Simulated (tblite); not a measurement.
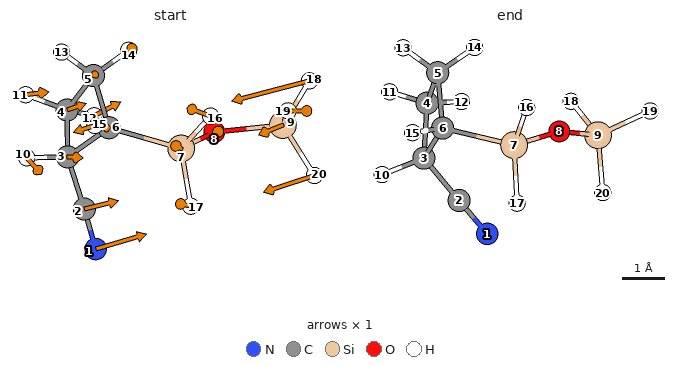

The structure of C5H11NOSi2 before (left) and after (right) a relaxation, at one scale. The orange arrows give the displacements, at their true length.

A ball-and-stick model, seen face on.

The calculation used GFN2-xTB geometry optimisation, gas phase in tblite. 

### Summarise the run.

H18 moves most after the best rigid fit: 2.10 Å. Largest moves by element: H 2.10 Å, N 1.31 Å, O 1.25 Å, Si 0.94 Å, C 0.88 Å. Near-neighbour distances that change, for instance: Si7–Si9 2.749 → 3.201 Å, O8–Si9 1.724 → 1.627 Å, Si7–O8 1.707 → 1.612 Å, C6–Si7 1.828 → 1.906 Å. Bond angles that change, for instance: Si7–O8–Si9 106.5° → 162.6°, H16–Si7–H17 104.2° → 114.3°, C2–C3–H10 115.0° → 108.4°. Groups turn about Si7–O8 by about 125°, O8–Si9 by about 120°. Over 154 geometry steps the energy falls by 1.380 eV. The run took 1.3 s on 1 thread of Intel(R) Xeon(R) 6975P-C, with other jobs on the host.
